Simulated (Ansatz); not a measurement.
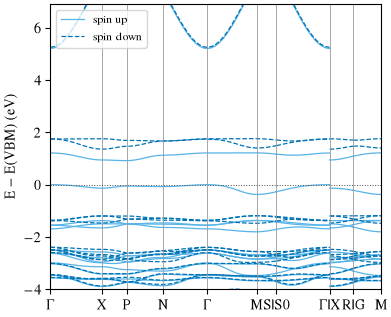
*Band structure from r²SCAN (plane waves, PAW; program Ansatz)*

Problem. Read off the gap and where the band edges lie.

Solution. About 0.9 eV (0.92 eV by a search for the band edges); maximum at Γ, minimum at P.

Problem. Pick the material that matches.
A. HgF, I4/mmm (Hg on 4e, F on 4e)
B. Rb2NaPdF6, I4/mmm (Pearson symbol tI20)
C. Ta2O5, I4/mmm (Ta on 4e, O on 2a, O on 8f)
D. PbF4, I4/mmm (Pb on 2a, F on 4e, F on 4c)

Solution. B, Rb2NaPdF6, I4/mmm (Pearson symbol tI20)

The workflow started from a Materials Project entry (that database holds measured and hypothetical structures alike); the Crystallography Open Database copy checked does not list it. Whether it is the stable phase at ambient conditions was not checked. The r²SCAN relaxation kept the symmetry of its start; whether a distortion lowers the energy is not shown. Magnetic state: ferromagnetic, chosen from 4 collinear starts compared on coarse meshes (ties went to the first, and starts can fall back to one state), not a proven ground state. Other orbital occupations within this spin state were not tried. No Hubbard U is applied. Scalar-relativistic: spin–orbit coupling is off unless named, which matters more the heavier the elements.

Potentials: the later of the program's two PAW sets.
